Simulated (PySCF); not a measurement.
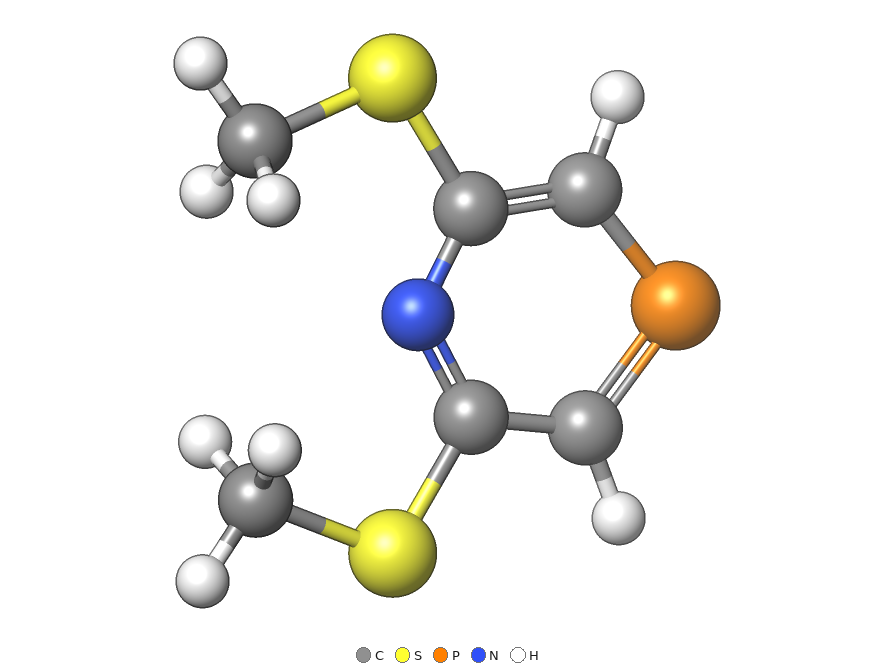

Ball-and-stick drawing of a structure. Double and triple bonds are drawn as two and three sticks.

The geometry was computed by an optimisation with PBE0-D3(BJ)/def2-SVP. No frequency run is at hand to confirm it as a minimum.

**Which formula does it have?**

C6H8NPS2, 18 atoms: 6 carbon, 8 hydrogen, 1 nitrogen, 1 phosphorus and 2 sulfur.

**Name some functional groups or characteristic bonds that it holds.**

Among them: thioether.

**Count the bonded pairs by element.**

8 C–H, 4 C–S, 2 C–C, 2 C–P, 2 C–N.

**Does it have rings?**

Independent rings (smallest set): 1 of 6 members, 1 of them aromatic.

**What is its SMILES?**

CSc1cpcc(SC)n1

The parts below concern this one geometry. Atoms keep their numbers from picture to picture.

## Levels of theory compared

No frequency run is at hand to confirm it as a minimum. Program: PySCF 2.14.0.

Tabulate HOMO energy (eV), dipole (D) at these levels: PBE0/def2-SVPD; PBE0/pcSseg-1; PBE0/pcSseg-1 in dichloromethane (IEF-PCM); PBE0/pcSseg-1 in tetrahydrofuran (IEF-PCM).

```csv
level,HOMO energy (eV),dipole (D)
PBE0/def2-SVPD,−6.32,2.15
PBE0/pcSseg-1,−6.33,2.14
PBE0/pcSseg-1 in dichloromethane (IEF-PCM),−6.33,2.64
PBE0/pcSseg-1 in tetrahydrofuran (IEF-PCM),−6.33,2.62
```

## Excitation

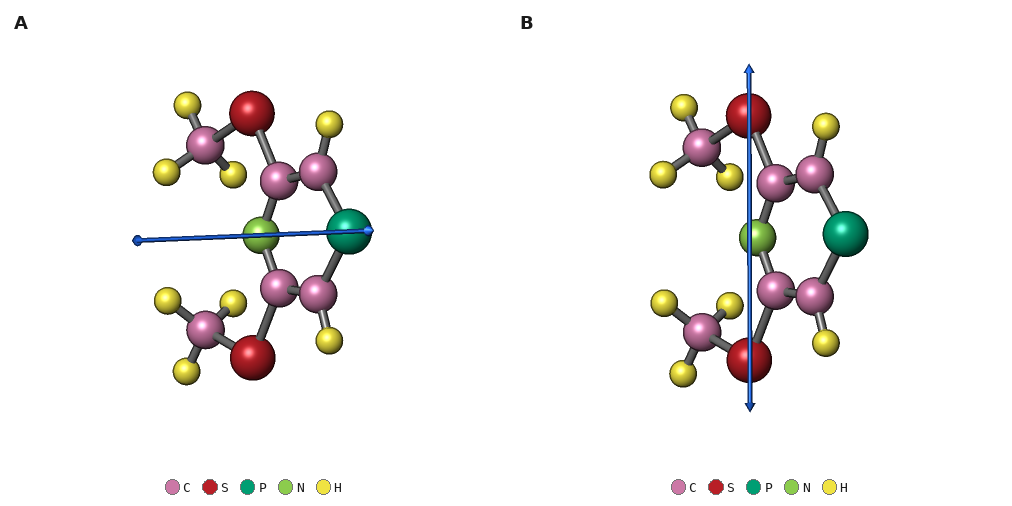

The double arrows show the directions of two transition dipoles from the ground state (lengths mean nothing). No frequency run is at hand to confirm it as a minimum. Method: TDDFT PBE0/def2-SVPD, vertical, gas phase, core orbitals frozen in the response (PySCF 2.14.0).

**One belongs to singlet state 1 and one to singlet state 4. Which is which?**

A: state 4, 4.54 eV (273 nm), oscillator strength 0.15, mainly HOMO → LUMO+1 (weight 0.81).
B: state 1, 3.54 eV (351 nm), oscillator strength 0.074, mainly HOMO → LUMO (weight 0.96).

## Charges

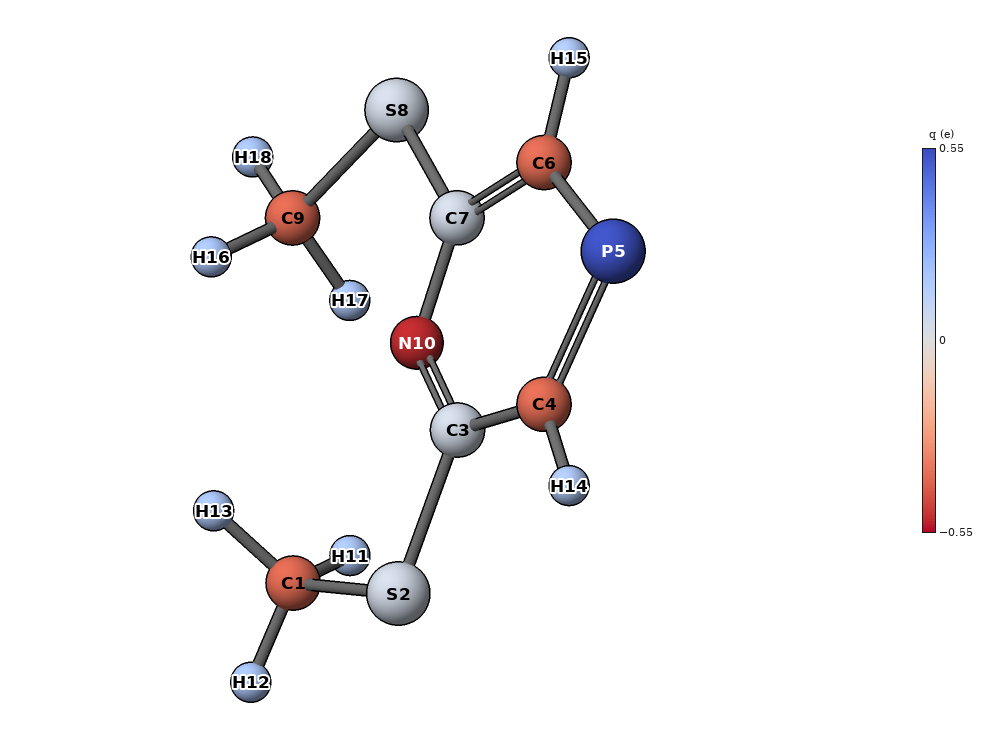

Atoms are coloured by their Mulliken charges. No frequency run is at hand to confirm it as a minimum. Method: PBE0/pcSseg-1 in dichloromethane (IEF-PCM) (PySCF 2.14.0).

List the Mulliken charges.

| atom | value (e) |
| --- | --- |
| C1 | −0.38 |
| S2 | 0.04 |
| C3 | 0.04 |
| C4 | −0.38 |
| P5 | 0.52 |
| C6 | −0.38 |
| C7 | 0.04 |
| S8 | 0.04 |
| C9 | −0.38 |
| N10 | −0.51 |
| H11 | 0.17 |
| H12 | 0.17 |
| H13 | 0.17 |
| H14 | 0.16 |
| H15 | 0.16 |
| H16 | 0.17 |
| H17 | 0.17 |
| H18 | 0.17 |

## Ring current

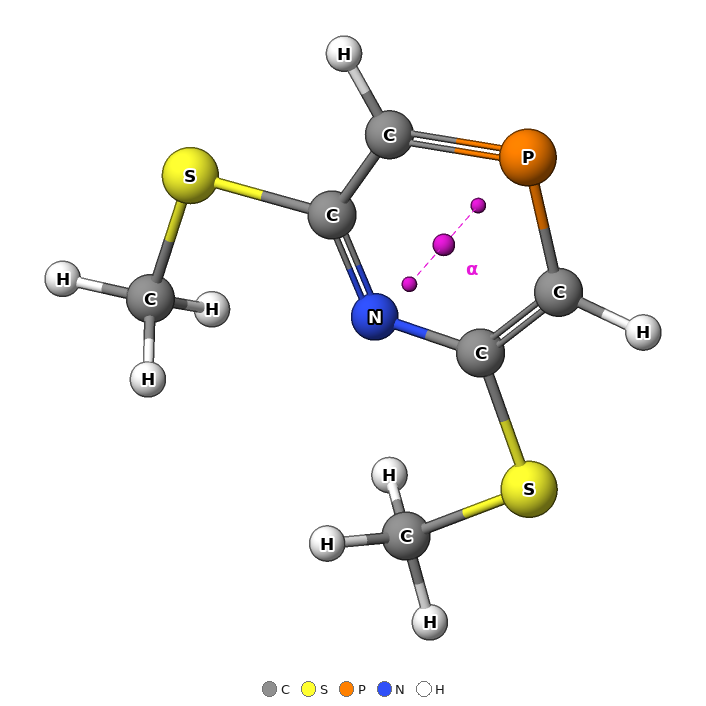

The small points mark where nucleus-independent chemical shifts (NICS) were computed: at the centre of each lettered ring and 1 Å above and below it. No frequency run is at hand to confirm it as a minimum. Level of theory: GIAO PBE0/pcSseg-1 NMR shielding, non-relativistic, gas phase (PySCF 2.14.0).

Give NICS(0), NICS(1) and the out-of-plane component NICS(1)zz for each ring (means of the two sides).

```csv
ring,members,NICS(0),NICS(1),NICS(1)zz
α,C4NP,−4.0,−8.1,−17.7
```

Values in ppm.

**What do the values say about the ring currents?**

Ring α: diatropic, as in an aromatic ring. NICS is one index among several.

Mulliken values depend strongly on the basis set and can even reverse the polarity of a bond.
